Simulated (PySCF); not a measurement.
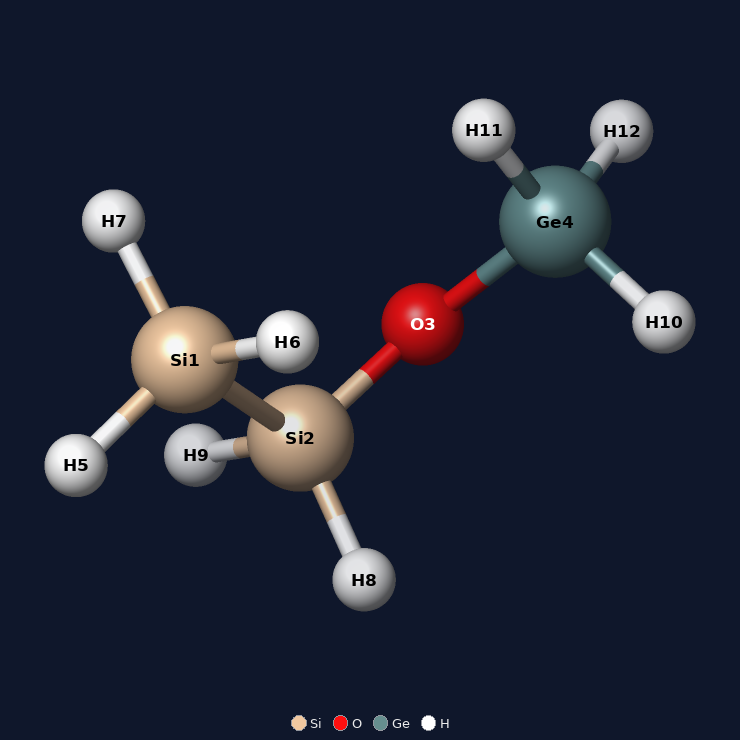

Atoms carry their numbers in the input. The computed structure is the end point of a PBE0-D3(BJ)/def2-SVP optimisation. No frequency run is at hand to confirm it as a minimum.

Estimate the angles Si2–Si1–H5, Si2–Si1–H6, Si2–Si1–H7, Si1–Si2–O3, Si1–Si2–H8, Si1–Si2–H9, O3–Si2–H8, O3–Si2–H9, Si2–O3–Ge4, O3–Ge4–H10, O3–Ge4–H11, O3–Ge4–H12.

| angle | degrees |
| --- | --- |
| Si2–Si1–H5 | 109.8 |
| Si2–Si1–H6 | 110.7 |
| Si2–Si1–H7 | 111.1 |
| Si1–Si2–O3 | 111.6 |
| Si1–Si2–H8 | 108.4 |
| Si1–Si2–H9 | 109.7 |
| O3–Si2–H8 | 110.9 |
| O3–Si2–H9 | 108.2 |
| Si2–O3–Ge4 | 135.5 |
| O3–Ge4–H10 | 108.7 |
| O3–Ge4–H11 | 108.2 |
| O3–Ge4–H12 | 105.7 |
